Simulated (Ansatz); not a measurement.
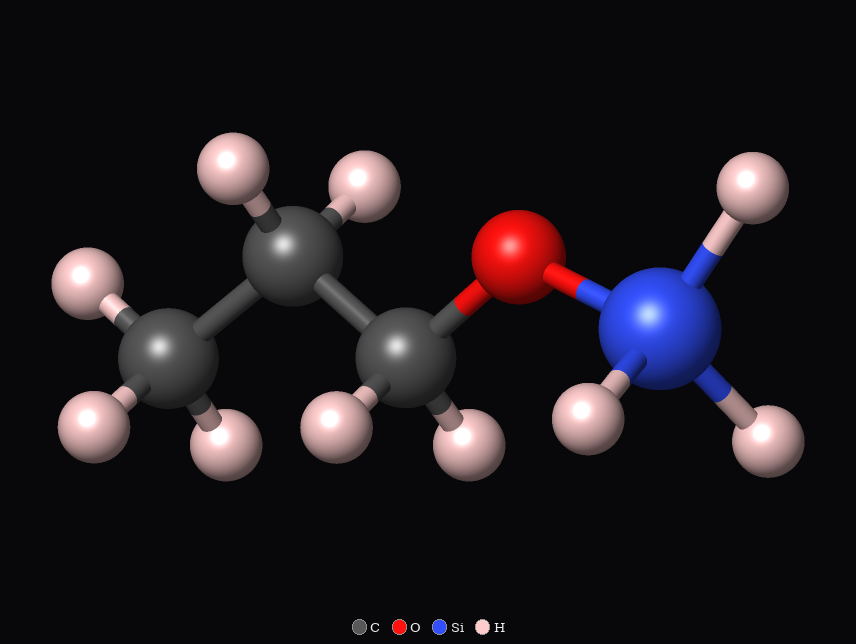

Source: calculation with Ansatz.

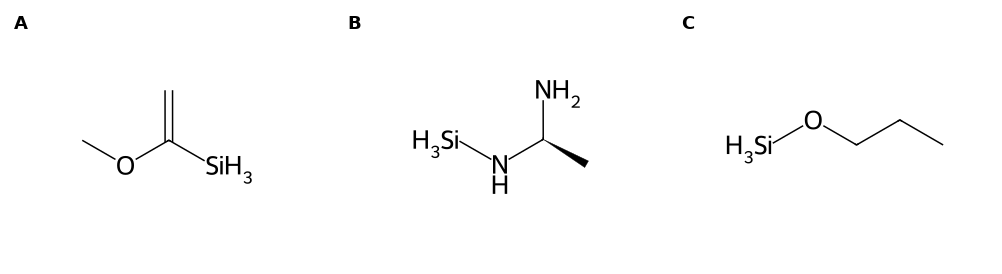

The first picture shows one of the molecules drawn in the second. Which?

C, `CCCO[SiH3]`.
